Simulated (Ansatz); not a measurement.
**Hypothetical rock salt BN: pressure series**

Take BN in the rock salt structure (space group Fm-3m, No. 225; a = 3.483 Å; a hypothetical phase, not in the database extracts checked) as the base.

Cell and atoms are relaxed at each pressure.

Computed with PBEsol/PAW in Ansatz (a quantum-chemistry and plane-wave program), no SOC.

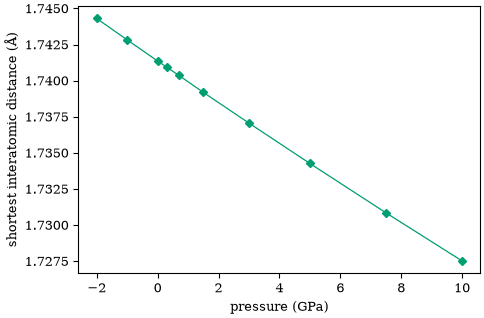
Shortest interatomic distance against pressure

```tsv
pressure (GPa)	shortest interatomic distance
-2	1.744 Å
-1	1.743 Å
0.3	1.741 Å
0.7	1.740 Å
1.5	1.739 Å
3	1.737 Å
5	1.734 Å
7.5	1.731 Å
10	1.728 Å
```

Load acts through the strain it causes; cell and atoms are relaxed under it. No phonon test of stability was made. No other phases were tried under pressure.
